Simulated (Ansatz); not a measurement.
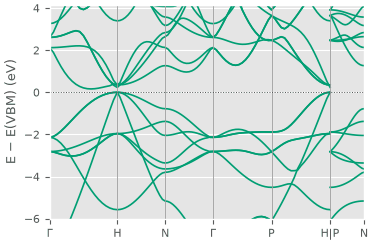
Band structure from plane-wave PAW r²SCAN (Ansatz code)

Task: Read off the gap and where the band edges lie.

Result: About 0.2 eV (0.16 eV by a search for the band edges); maximum at H, minimum on the Γ–H line, 61 % of the way from Γ.

The material is Ge in space group Im-3m (No. 229; Ge on 12d).

The start of the workflow was typed in or built on a structure type; the Crystallography Open Database copy checked does not list it. It is not the phase usual at ambient conditions (space group No. 227). The r²SCAN relaxation kept the symmetry of its start; whether a distortion lowers the energy is not shown. The volume moved by 22 % from the start of the relaxation. Scalar-relativistic: spin–orbit coupling is off unless named, which matters more the heavier the elements.

Potentials: the later of the program's two PAW sets.
